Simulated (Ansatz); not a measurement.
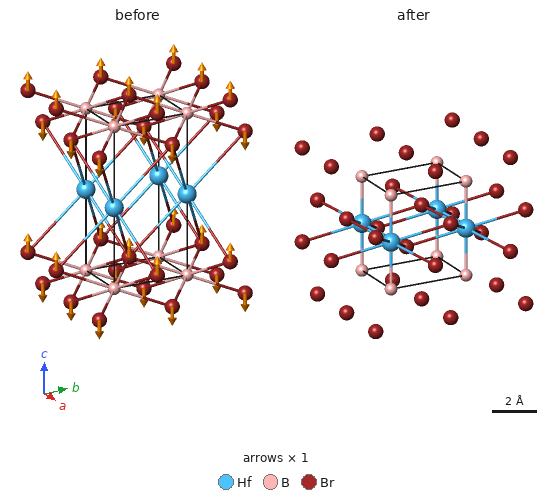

The structure of solid HfBBr₂ (a generated structure, set up in P-3m1) (coarse preliminary run) before (left) and after (right) a relaxation, at one scale. The orange arrows give the displacements (the part carried along by the change of the cell is left out), at their true length.

Style: ball-and-stick. Shown: the cell of the calculation, slightly off an axis.

The calculation used Ansatz, DFT PBE, scalar-relativistic, plane waves, PAW.

Input file:
```yaml
crystal:
  lattice:
    - [4.81970129, 0.0, 0.0]
    - [-2.40985064, 4.17398376, 0.0]
    - [0.0, 0.0, 7.59900693]
  atoms:
    - { symbol: Hf, position: [0.0, 0.0, 0.5] }
    - { symbol: B, position: [0.0, 0.0, 0.0] }
    - { symbol: Br, position: [0.33333333, 0.66666667, 0.87059827] }
    - { symbol: Br, position: [0.66666667, 0.33333333, 0.12940173] }
basis:
  ecutwfc: 420
kpoints:
  mp_grid: { grid: [6, 6, 2] }
hamiltonian:
  xc: pbe
scf:
  occupations: { method: gaussian, width: 0.1 }
  lower_state_search: "off"
output:
  forces: true
  stress: true
  eigenvalues: true
relax:
  adjacent_minimum: "off"
  f_tol: 0.04
  max_steps: 70
  cell: { stress_tol: 0.4 }
```

Command:
```bash
ansatz run input.yaml --threads 1 --pin off --max-ram 2048MiB --backend cpu --events-out ev --progress --plain --runs-dir out
```

**Describe what moved and what it gained.**

Over 12 accepted moves (13 points after the start) the energy falls by 1850 meV per atom. Largest force component: 1.1 eV/Å at the start, 0.0037 eV/Å at the end. The pressure goes from −5.48 to 0.09 GPa. At 1 point the geometry stayed and the basis and grid were re-selected for the new cell (energy shift of 0.5 meV per atom at most each time). The largest moves relative to the cell, 0.91 Å, are those of Br3 and Br4. Br3 goes along −c. Hf and B stay in place. The drawn cell changes as follows: a = b 4.820 → 4.959 Å (+2.9 %), c 7.599 → 4.407 Å (−42.0 %); the volume changes by −38.6 %. Among the contacts that change: Br3–Br4 6.282 → 3.207 Å, Hf1–B2 3.800 → 2.204 Å, Hf1–Br3 3.959 → 2.953 Å, B2–Br3 2.951 → 3.223 Å. New bonds form: Hf1–B2 (3.80 → 2.20 Å). The space group stays P-3m1 (No. 164). Cost: 31 s on 1 thread of Intel(R) Xeon(R) 6975P-C (Granite Rapids), on a shared host, peak memory 0.5 GiB.

Limits of the set-up: the k-point mesh is coarse for a cell with partly filled bands.
